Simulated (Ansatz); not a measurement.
The starting structures come from a database of crystals and need not be the phases stable at ambient conditions.

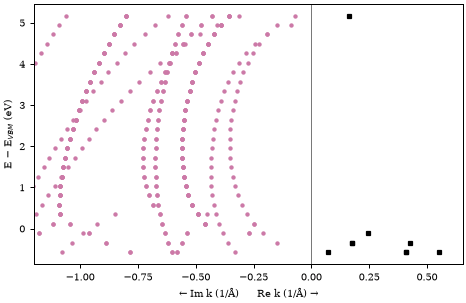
Figure: Complex bands at the centre of the two-dimensional zone; r2SCAN run with Ansatz (a program for electronic structure)

The gap is the functional's own. No spin-orbit coupling. Mid-gap values are interpolated on the energy grid.

Question: This is CaBr2 (P4_2/mnm, rutile, not sure to be the ambient phase, 6 atoms a cell, 33.8 Å³ an atom) along the normal of (001). Read off the slowest decay at the centre of the two-dimensional zone at 2.42 eV, the computed energy nearest the middle of the gap.

Answer: κ ≈ 0.35 1/Å, a decay length 1/(2κ) of the density of 1.4 Å.
